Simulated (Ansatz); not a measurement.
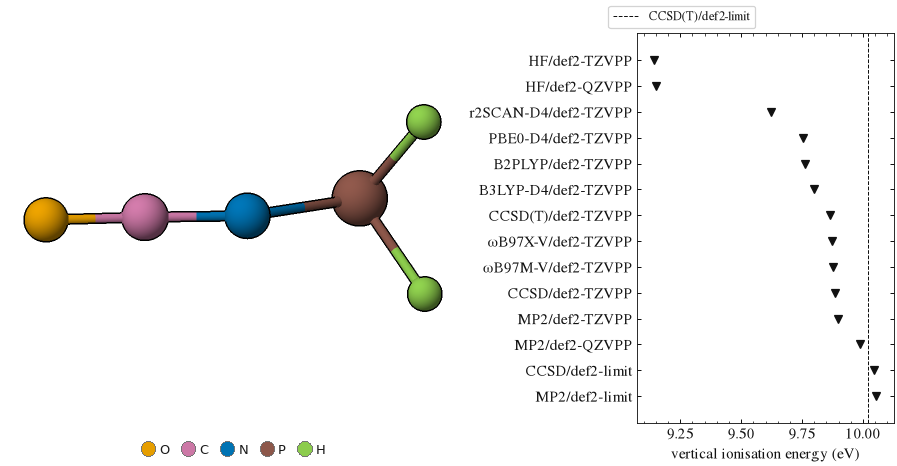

Vertical ionisation energy of CH₂NOP, SMILES O=C=NP, taken as the energy of the cation less that of the neutral at fixed geometry (unrestricted doublet cation, cores frozen in correlated methods, no spin-orbit coupling), the Ansatz code 0.2.0, at a PBE0-D4/def2-TZVP geometry (a minimum by its frequencies). Limit means an estimate of the basis limit from triple and quadruple zeta; for coupled cluster it is either extrapolated directly or built as the MP2 limit plus the step from MP2 in triple zeta. B2PLYP/def2-TZVPP holds a correlation term that converges slowly with the basis, so part of the distance to the limit is basis error. The distance of CCSD(T)/def2-TZVPP, CCSD/def2-TZVPP, MP2/def2-TZVPP and MP2/def2-QZVPP to the limit includes basis error.

What range do the values span, the line included?

Answer. From 9.14 eV (HF/def2-TZVPP) to 10.05 eV (MP2/def2-limit).

Which level comes closest to the line (CCSD(T)/def2-limit), and which misses most?

Answer. Closest CCSD/def2-limit (10.04 eV), against 10.02 eV; farthest HF/def2-TZVPP (9.14 eV).
